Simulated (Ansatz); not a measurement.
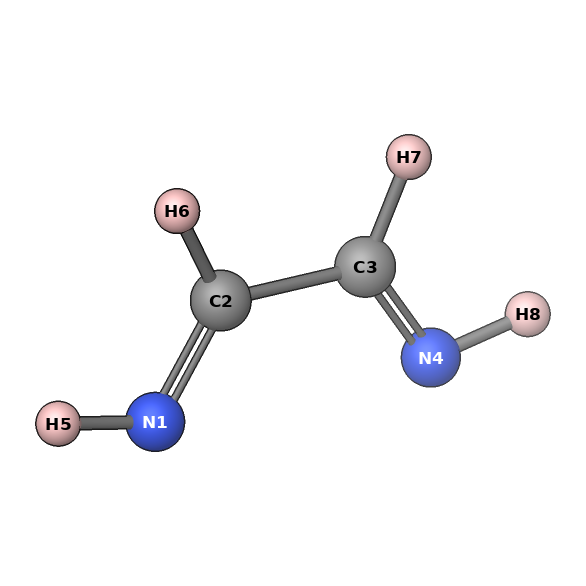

Depth is shown by fading: the farther an atom, the more it takes the colour of the background. The computed geometry is a stationary point of PBE0-D4/def2-TZVP, a saddle point of order 1.

Q: Find the stereocentres and stereogenic double bonds.

A: Double bonds: N1=C2, C3=N4.

Q: What are the Cahn–Ingold–Prelog descriptors?

A: N1=C2: E; C3=N4: E.

Q: Give a SMILES with the stereochemistry.

A: [H]/N=C/C=N/[H]
